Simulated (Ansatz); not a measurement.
**NaCl (rock salt), frozen-phonon scan**

NaCl (rock salt)

```
CELL_PARAMETERS angstrom
      0.00000     5.69553     5.69553
      2.84776     0.00000     2.84776
      2.84776     2.84776     0.00000
ATOMIC_POSITIONS crystal
  Cl 0.00000 0.00000 0.00000
  Cl 0.50000 0.00000 0.00000
  Na 0.25000 0.50000 0.50000
  Na 0.75000 0.50000 0.50000
```

The atoms are displaced by Q × the pattern below (from a DFPT mode at L = (0.5, 0.0, 0.0), largest move 1; Q in Å), at fixed cell. It is one choice among 2 degenerate patterns. (q is in reciprocal vectors of the primitive cell; the cell shown is doubled to hold the pattern.)

| atom | x | y | z |
|---|---|---|---|
| Cl1 | 0.285 | -0.520 | 0.805 |
| Cl2 | -0.285 | 0.520 | -0.805 |

Atoms not listed stay in place.

The numbers are results of PBE (plane waves to 420 eV, PAW, scalar-relativistic; Ansatz, a first-principles code), not measurements. k mesh 5×10×10 (Γ-centred), Fermi-Dirac smearing 0.05 eV. E stands for the smeared free energy. NaCl was relaxed with its symmetry unable to fall. ΔE is measured from the undisplaced structure.

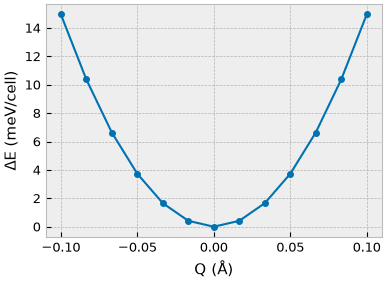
ΔE (meV/cell) against Q (Å); one marker a computed point.

The energy at Q = 0.100 Å is 14.9 meV/cell. Shape of the curve: a single well with its minimum at or next to zero displacement. Space group of the distorted cell: P-1 (No. 2), lowered from Fm-3m. Symmetry of the curve: even: the same for both signs. Harmonic wavenumber from the curvature (finite differences): 107 cm⁻¹.

E″ = 2.98 eV/Å², M = Σ mᵢ|uᵢ|² = 70.9 u, ν̃ = 521.5·√(|E″|/M).

(For displaced atoms, the force is minus the slope of the energy, and its curvature is a force constant, which sets phonon frequencies.)
